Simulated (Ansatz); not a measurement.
**USVWN5/STO-3G run of [S2]−**

What is the vertical doublet–quartet gap of [S2]− at USVWN5/STO-3G? 

The calculation is run with Ansatz 0.2.0.

31 further runs of the same task are left out: 28 that didn't finish, 3 set aside as unsound or not needed.

### Step 1. Starting point

[S2]− has 2 atoms, charge -1, and is taken as a doublet. The coordinates come from a GFN2-xTB relaxation.

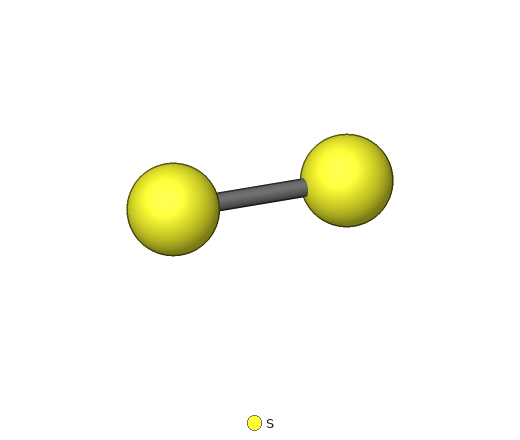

The structure, seen from a chosen angle (sulfur yellow).

### Step 2. The energy at USVWN5/STO-3G

File run.yaml:

```yaml
crystal:
  periodic: [false, false, false]
  atoms:
    - {symbol: S, position_ang: [0.678550, -0.576410, -0.430000]}
    - {symbol: S, position_ang: [-0.678550, 0.576410, 0.430000]}
basis:
  gaussian: {orbitals: STO-3G}
total_charge: -1
magnetization: {spin_polarized: true, initial_magnetization: 1}
hamiltonian: {xc: {name: SVWN5}}
accuracy: high
```

Command:

```console
$ ansatz run run.yaml --threads 1 --pin off --max-ram 2610MiB --events-out events.jsonl --progress --plain --runs-dir runs
```

The log of the run:

```text
Warning: RAYON_NUM_THREADS=1 ignored (pool sized by the plan → 1); use --threads N
Functional definition: SVWN5
  name "SVWN5"
  exchange = slater_x
  correlation = vwn5_c
297 factors; integrals over basis functions are off by at most 9.5e-9 eV
mean field evaluation 1: about -21348.8267 eV, gradient 3.2e0 eV
mean field evaluation 2: about -21348.9356 eV, gradient 9.5e-1 eV
mean field evaluation 4: about -21348.9380 eV, gradient 5.8e-2 eV
mean field evaluation 8: about -21348.9403 eV, gradient 5.6e-2 eV
mean field evaluation 16: about -21348.9403 eV, gradient 5.6e-2 eV
mean field -21348.93801072 eV, -784.5590010641 hartree, gradient 4.7e-9 eV, S^2 0.750027; 1 other end points of the search recorded, 0 dependent functions left out
reference -21348.93801193 eV, -784.5590011084 hartree; 17, 16 occupied and 1, 2 virtual orbitals, 297 factors
Total energy: -21348.93801193 eV, -784.5590011084 hartree
```

Run time: 0.92 s. Hardware: 1 thread of Arm Neoverse V1, shared host; peak memory 0.093 GiB.

### Step 3. The quartet, same level

File job.yaml:

```yaml
basis:
  gaussian: {orbitals: STO-3G}
crystal:
  periodic: [false, false, false]
  atoms:
    - {symbol: S, position_ang: [0.678550, -0.576410, -0.430000]}
    - {symbol: S, position_ang: [-0.678550, 0.576410, 0.430000]}
total_charge: -1
magnetization: {spin_polarized: true, initial_magnetization: 3}
hamiltonian: {xc: {name: SVWN5}}
accuracy: high
```

Command:

```console
$ ansatz run job.yaml --threads 1 --pin off --max-ram 2610MiB --events-out events.jsonl --progress --plain --runs-dir runs
```

The log of the run:

```text
Warning: RAYON_NUM_THREADS=1 ignored (pool sized by the plan → 1); use --threads N
[... 4 set-up lines as earlier in the session ...]
297 factors; integrals over basis functions are off by at most 9.5e-9 eV
mean field evaluation 1: about -21343.8844 eV, gradient 1.3e0 eV
mean field evaluation 2: about -21343.9044 eV, gradient 1.3e-1 eV
mean field evaluation 4: about -21343.8996 eV, gradient 2.7e-4 eV
mean field evaluation 8: about -21343.8996 eV, gradient 5.4e-9 eV
mean field -21343.89962206 eV, -784.3738436961 hartree, gradient 1.2e-9 eV, S^2 3.750000; 0 other end points of the search recorded, 0 dependent functions left out
reference -21343.89962328 eV, -784.3738437406 hartree; 18, 15 occupied and 0, 3 virtual orbitals, 297 factors
Total energy: -21343.89962328 eV, -784.3738437406 hartree
```

It took 0.6 s on 1 thread of Arm Neoverse V1, shared host; peak memory 0.092 GiB.

### Step 4. What came out

At USVWN5/STO-3G:

```
                                        quantity          value
                           doublet: total energy  -784.55900 Eh
                                   doublet: ⟨S²⟩          0.750
                           quartet: total energy  -784.37384 Eh
                                   quartet: ⟨S²⟩          3.750
vertical energy of the quartet above the doublet       5.038 eV
```

In words: At this shape the quartet lies 5.04 eV (486 kJ/mol) above the doublet. For an anion a state so high probably lies above electron detachment. In a minimal basis such a difference can be off by several eV, whatever the method.
